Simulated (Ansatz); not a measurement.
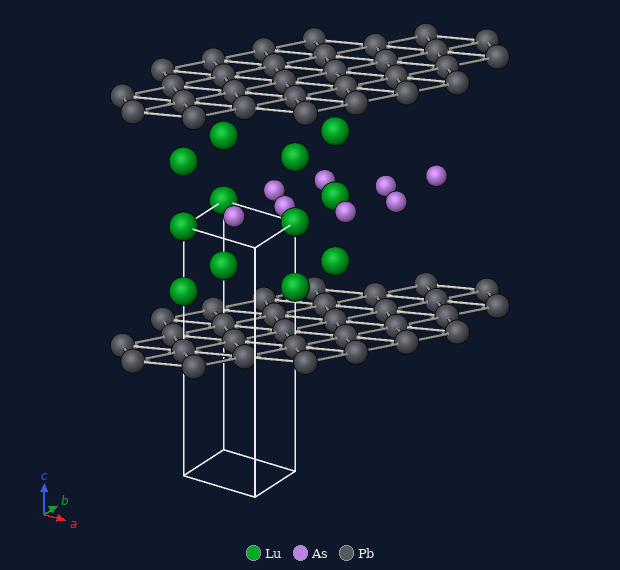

Lu3As2Pb3 (space group P6/mmm, No. 191). Coordinates: the geometry relaxed with DFT PBE, scalar-relativistic, plane waves, PAW (Ansatz); the starting structure was generated, so it need not be a known form of this composition.

Bonds are taken as Pb–Pb below 3.5 Å; Lu is left out of the net, as the electropositive filling of the structure; no other contact counts. Atoms with one bond or none are removed and atoms with two bonds are replaced by edges, until no such atom is left.

Question: What kind of net remains, and which atoms are its nodes?

Answer: A uninodal 6-connected, two-periodic (layers) net: Pb is a 6-connected node. As drops out.

Question: Name the underlying net.

Answer: It is the hxl net, known from the triangular lattice.

Question: How do the layers lie?

Answer: The layers lie parallel to (001).

Question: Give the first six terms of the coordination sequence (nodes one, two, three … edges away).

Answer: Pb: 6, 12, 18, 24, 30, 36.

The simplified net, drawn on the atoms' positions. Nodes are coloured by element. One layer is drawn. Edges to nodes outside the piece are drawn as stubs.

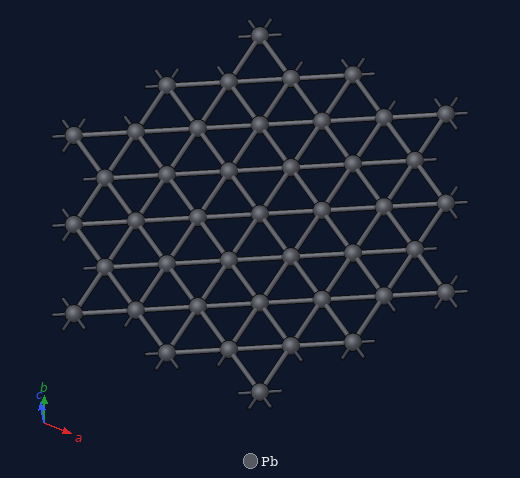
